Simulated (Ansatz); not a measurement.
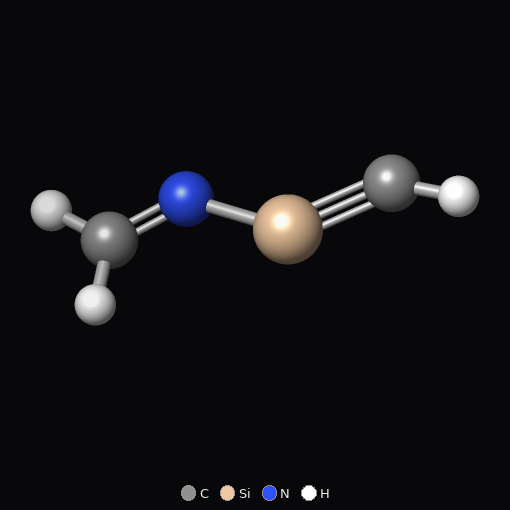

A ball-and-stick model of a molecule. Multiple sticks mark multiple bonds (one Kekulé form).

Computed geometry: PBE0-D4/def2-TZVP optimisation. No frequency run is at hand to confirm it as a minimum.

Description:

It has 7 atoms: 2 carbon, 3 hydrogen, 1 nitrogen and 1 silicon (C₂H₃NSi). SMILES: `C#[Si]N=C`. It has no ring. Among its groups: imine, Si–N bond. This geometry has Cs symmetry. All atoms lie on one plane. Coordination: 1 C bent; 1 Si bent; 1 N bent; 1 C trigonal planar.

More results for the same structure follow; atom numbers are the same in all pictures, views and colours differ.

Electronic properties

No frequency run is at hand to confirm it as a minimum. Level of theory: RKS PBE0-D4/def2-TZVPP (Ansatz 0.2.0).

What does the calculation give?

- HOMO energy (Kohn–Sham orbital): −6.44 eV
- LUMO energy (Kohn–Sham orbital): −2.79 eV
- HOMO–LUMO gap: 3.65 eV
- dispersion correction: −11.3 kJ/mol

Dipole moment

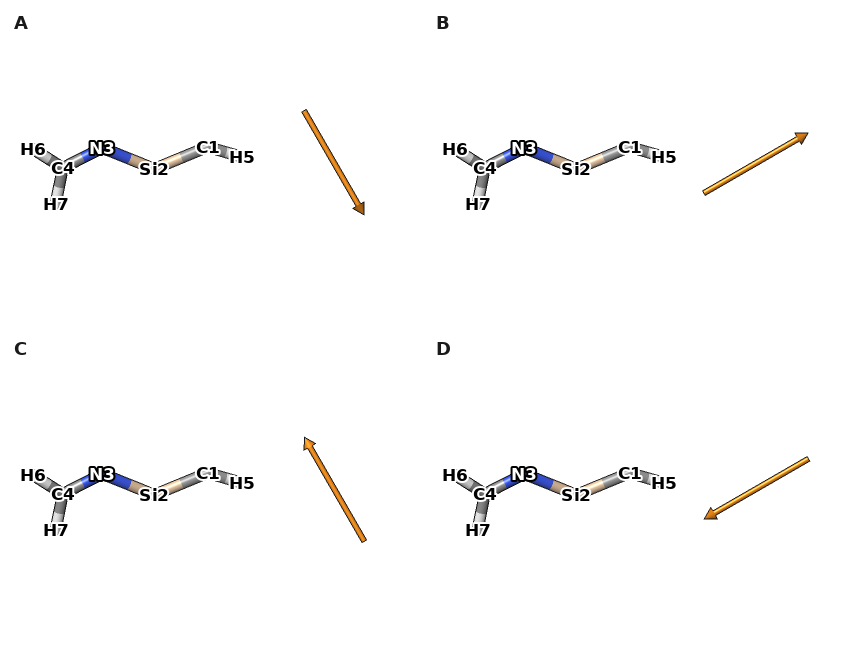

The same molecule four times, each with an arrow. No frequency run is at hand to confirm it as a minimum. Level of theory: RKS PBE0-D4/def2-TZVP (Ansatz 0.2.0).

Question: Which arrow points along the dipole moment, from the negative to the positive end?

Answer: D. The dipole moment is 3.62 D; it points from the side of H5 to the side of H7 (the outermost atoms at the two ends).

Charges

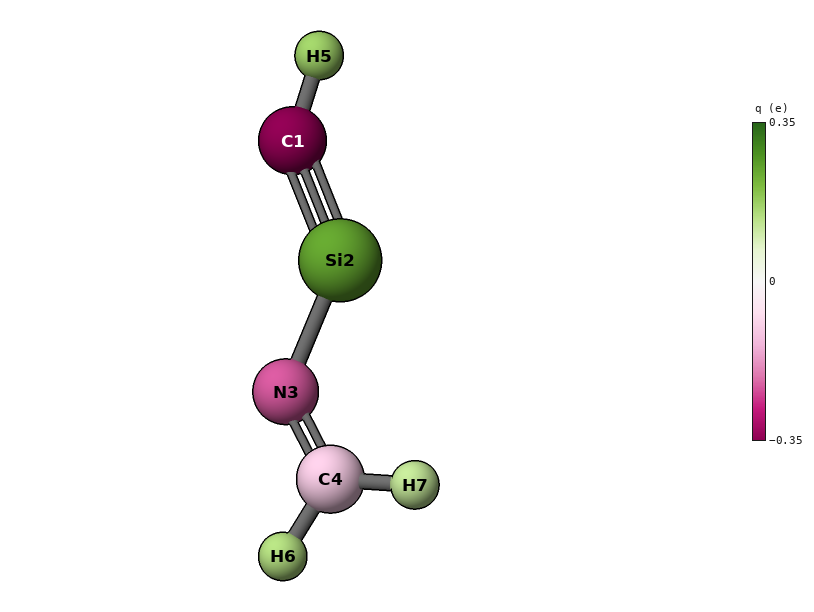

Atoms are coloured by their Mulliken charges. No frequency run is at hand to confirm it as a minimum. Level of theory: RKS PBE0-D4/def2-TZVP (Ansatz 0.2.0).

Give the Mulliken charges atom by atom.

```csv
atom,value (e)
C1,−0.35
Si2,0.25
N3,−0.23
C4,−0.10
H5,0.17
H6,0.14
H7,0.12
```

Mulliken values depend strongly on the basis set and can even reverse the polarity of a bond.
